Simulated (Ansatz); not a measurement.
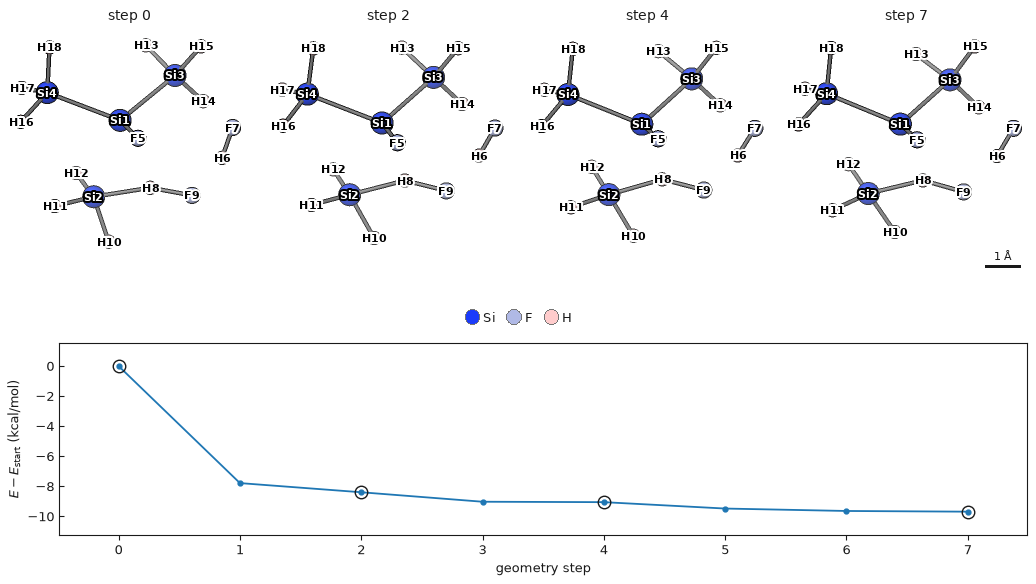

Frames of a constrained relaxation of Si₄H₁₁F₃, marked on the history of the run. Style: ball-and-stick. Shown at a tilt.

The reaction that was planned forms Si1–F7, H6–F9, Si2–H8 and breaks Si1–Si2, H6–F7, H8–F9 (atoms numbered from 1 in input order).

Method: RKS PBE0-D4/def2-SVP in Ansatz 0.2.0. (held fixed: the distance between atoms 1 (Si) and 7 (F), the distance between atoms 6 (H) and 9 (F), the distance between atoms 2 (Si) and 8 (H), the distance between atoms 1 (Si) and 2 (Si), the distance between atoms 6 (H) and 7 (F), the distance between atoms 8 (H) and 9 (F), counting from 1; force threshold 0.04 eV/Å; at most 150 steps)

Question: What happens along the run?

Answer: Over 7 geometry steps the energy falls by 9.68 kcal/mol. Largest force component: 0.96 eV/Å at the start, 0.031 eV/Å at the end. The largest move after the best rigid fit is that of H10, 0.42 Å. By element the largest moves are H 0.42 Å, Si 0.24 Å, F 0.23 Å. Some distances before and after: Si1–H8 2.250 → 1.930 Å, Si3–H15 1.455 → 1.486 Å, Si3–H14 1.459 → 1.484 Å, Si3–H13 1.480 → 1.504 Å. Bond angles that change, for instance: Si3–Si1–Si4 122.1° → 115.0°, H8–Si2–H10 87.6° → 80.7°, Si3–Si1–F5 112.0° → 118.5°. From step 0 to 2: H8 moves most (0.25 Å), energy −8.39 kcal/mol. From step 2 to 4: H10 moves most (0.15 Å), energy −0.66 kcal/mol. From step 4 to 7: H10 moves most (0.16 Å), energy −0.63 kcal/mol.

```json
{"step": "0", "E − E(0), kcal/mol": "0.00", "largest force component, eV/Å": "0.9585"}
{"step": "1", "E − E(0), kcal/mol": "-7.78", "largest force component, eV/Å": "0.5075"}
{"step": "2", "E − E(0), kcal/mol": "-8.39", "largest force component, eV/Å": "0.7106"}
{"step": "3", "E − E(0), kcal/mol": "-9.02", "largest force component, eV/Å": "0.7652"}
{"step": "4", "E − E(0), kcal/mol": "-9.05", "largest force component, eV/Å": "0.2923"}
{"step": "5", "E − E(0), kcal/mol": "-9.47", "largest force component, eV/Å": "0.0770"}
{"step": "6", "E − E(0), kcal/mol": "-9.64", "largest force component, eV/Å": "0.0650"}
{"step": "7", "E − E(0), kcal/mol": "-9.68", "largest force component, eV/Å": "0.0308"}
```
